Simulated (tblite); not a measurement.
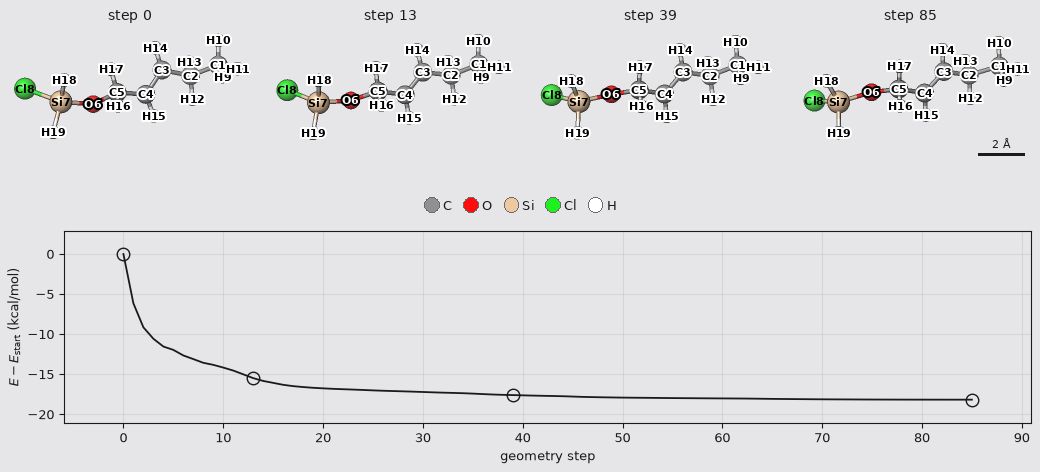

Frames of a relaxation of C5H11ClOSi, marked on the history of the run. A ball-and-stick model, seen from a free direction.

All numbers below come from GFN2-xTB geometry optimisation, gas phase (tblite). 

Q: What happens along the run?

A: After 85 geometry steps the energy has fallen by 18.2 kcal/mol. The atom that moves furthest after the best rigid fit is Cl8 (0.86 Å). Largest moves by element: Cl 0.86 Å, H 0.83 Å, O 0.64 Å, C 0.33 Å, Si 0.13 Å. Among the contacts that change: O6–Si7 1.727 → 1.611 Å, Si7–Cl8 2.093 → 1.994 Å, C1–H11 1.133 → 1.087 Å, C2–C3 1.525 → 1.494 Å. Bond angles that change, for instance: C5–O6–Si7 107.5° → 131.0°, C2–C3–C4 115.9° → 124.9°, C2–C3–H14 122.1° → 115.3°. Groups turn about O6–Si7 by about 40°, C5–O6 by about 25°. The run took 2.7 s on 1 thread of Intel(R) Xeon(R) Processor @ 2.50GHz (shared host). From step 0 to 13: O6 moves most (0.29 Å), energy −15.5 kcal/mol. From step 13 to 39: Cl8 moves most (0.38 Å), energy −2.12 kcal/mol. From step 39 to 85: Cl8 moves most (0.33 Å), energy −0.57 kcal/mol.

```csv
step,"E − E(0), kcal/mol"
0,0.00
1,-6.15
2,-9.14
3,-10.56
4,-11.53
5,-11.95
6,-12.65
7,-13.10
8,-13.56
9,-13.82
10,-14.16
14,-15.83
18,-16.59
22,-16.86
26,-17.05
30,-17.21
34,-17.36
38,-17.56
42,-17.68
46,-17.82
49,-17.89
53,-17.94
57,-17.98
61,-18.01
65,-18.07
69,-18.11
73,-18.14
77,-18.15
81,-18.16
85,-18.16
```
